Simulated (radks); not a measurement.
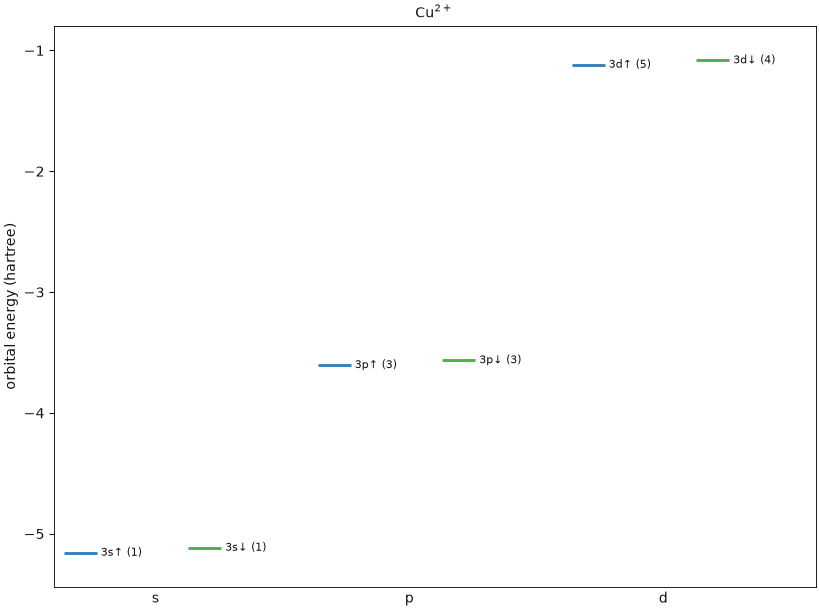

Fig. 1: The outer levels are drawn by angular momentum (occupations in brackets, up spins at the left of each column and down spins at the right). The highest occupied level is 3d down at −1.08 hartree. From the top down the occupied levels run 3d down (−1.08 hartree), 3d up (−1.12 hartree), 3p down (−3.56 hartree), 3p up (−3.60 hartree), 3s down (−5.12 hartree), 3s up (−5.16 hartree). The largest exchange splitting (down less up) among the shells drawn in both spins is that of 3s, 0.0413 hartree.

## Cu²⁺: atomic calculation

- system: the Cu²⁺ ion in the configuration [Ar] 3d9 (high spin).
- method: scalar-relativistic Kohn-Sham, LDA (Slater exchange, Perdew-Wang correlation), spin-polarised, spherical densities, point nucleus (the in-house radial solver radks)

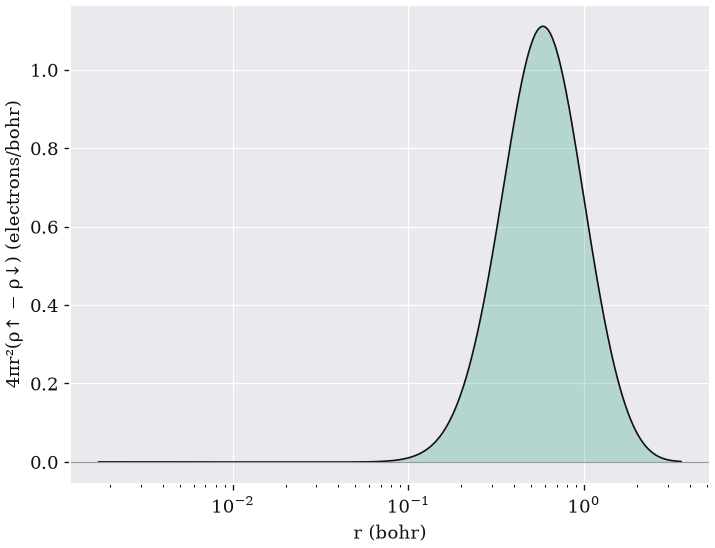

Fig. 2: The radial spin density. The curve integrates to 1 unpaired electron, held by 3d (+1). Its largest value, 1.11 electrons/bohr, lies near r = 0.59 bohr. Regions of the opposite sign are negligible.

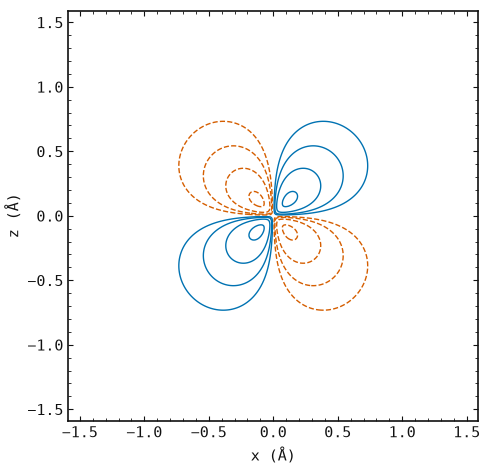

Fig. 3: The 3d(xz) orbital of down spin. The radial function comes from the spherical calculation and is multiplied by a real spherical harmonic; the overall sign is chosen so that the largest lobe of P(r) is positive; at the scalar-relativistic level it is the large component. In the xz plane through the nucleus, contours of ψ are drawn, solid for positive and dashed for negative values, each about twice the one before. (1 bohr = 0.529 Å.) It has the nodal planes xy and yz and no radial node. The maximum of P² lies at 0.595 bohr, ⟨r⟩ = 0.927 bohr, 90 % of the charge lies within 1.61 bohr, and the eigenvalue is −29.5 eV, with 4 electrons in the shell for this spin.

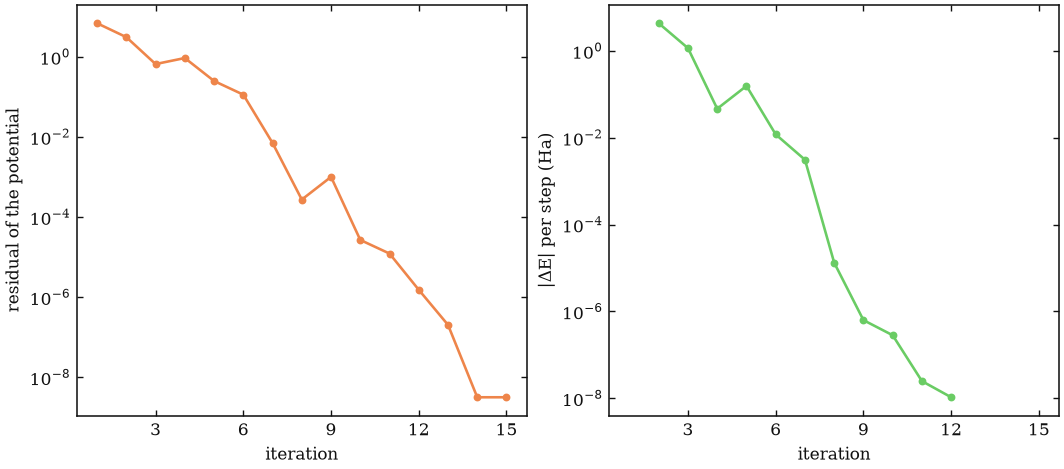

Fig. 4: Convergence: residual of the potential and change of the energy from step to step (the smallest changes aren't drawn) against the iteration. The residual comes down, with one marked jump up, by a factor of about 4, at step 9. It goes from 6.9 to 3.2×10⁻⁹ in 15 steps.

Input and output of the run follow.

Input file:
```
Z 29
configuration [Ar] 3d9
relativity scalar-relativistic
functional lda,pw
spin polarised
nucleus point
c 137.035999084
max_iterations 74
```

Energies in input and log are in hartree, lengths in bohr.

Launched within a batch (the task file carries these settings):
```bash
python <driver script> task.json out
```

Log:
```
1s      1   1.0000        -325.56505901
2s      1   1.0000         -39.92753353
2p      1   3.0000         -34.63360987
3s      1   1.0000          -5.15697806
3p      1   3.0000          -3.60485583
3d      1   5.0000          -1.11939199
1s      2   1.0000        -325.56477500
2s      2   1.0000         -39.90440353
2p      2   3.0000         -34.61581533
3s      2   1.0000          -5.11564870
3p      2   3.0000          -3.56458601
3d      2   4.0000          -1.08267181
Etot -1651.1659150398702
Ekin 1675.0902126485305
Encl -3953.605795974777
Eh 691.5742198481028
Exc -64.224551561727
err 3.1755971230033138e-09
it 15
```

Summary:

```tsv
quantity	value
outcome	converged
total energy	−1651.1659 hartree
kinetic energy	1675.0902 hartree
electron–nucleus energy	−3953.6058 hartree
Hartree energy	691.574220 hartree
exchange–correlation energy	−64.224552 hartree
radius at density 0.001 e/bohr³	2.92 bohr
SCF iterations	15
hardware	1 thread of Arm Neoverse N1, 69 GiB of memory available, shared host
```
